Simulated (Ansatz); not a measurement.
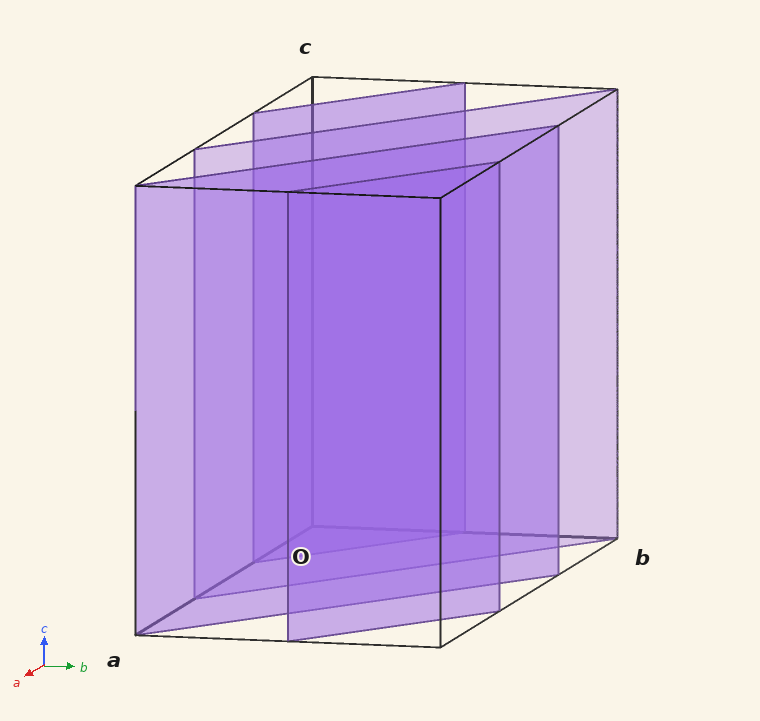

Every member of one family of equally spaced planes, hx + ky + lz = a whole number, that cuts the unit cell is shaded (one member passes through the origin O, touching the cell only at an edge or corner). Crystal: Tl, the end point of a relaxation at fixed volume with DFT r2SCAN, scalar-relativistic, plane waves, PAW (Ansatz 0.2.0). All values are computed from the atomic coordinates in the standard setting (tolerance 0.002 Å).

a = 3.532 Å, b = 3.532 Å, c = 5.756 Å, α = 90.00°, β = 90.00°, γ = 120.00°.

**What are the Miller indices?**

(3 2 0), in four indices (3 2 −5 0); the opposite sign names the same planes. The member next to the origin meets the axes a at 1/3, b at 1/2, c never.

**What is the spacing?**

d = 0.702 Å.

**The space group is No. 194, P6₃/mmc. How many reflections hkl are equivalent to this one (itself included), and does it occur?**

12 reflections are equivalent in the Laue class 6/mmm. The space group allows the reflection.
